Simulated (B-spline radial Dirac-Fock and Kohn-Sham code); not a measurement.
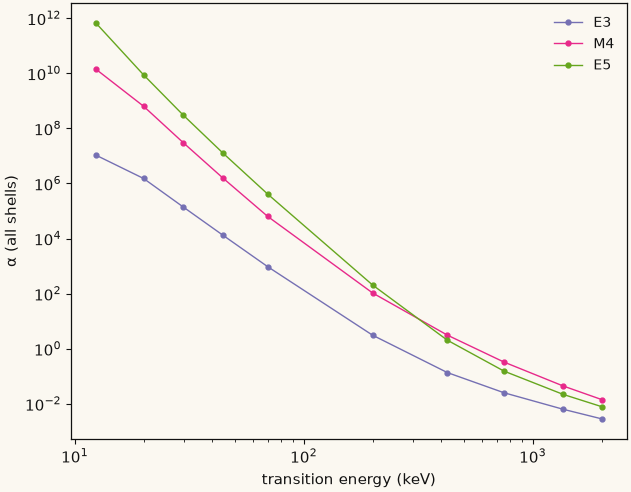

Total internal conversion coefficients against transition energy, at the marked points and joined by straight lines (also across edges). The total sums all shells and leaves out internal pair formation. The figure is for platinum (Z = 78). Level of theory: a Dirac–Hartree–Slater potential of the neutral atom, no hole, surface-current nucleus; calculated with a B-spline radial code.

How do the multipoles rank at 200 keV?

E5 (207), M4 (106), E3 (3.11).

Above what energy does an E3 transition emit more photons than conversion electrons?

Between 200 and 424 keV, where α drops through 1.
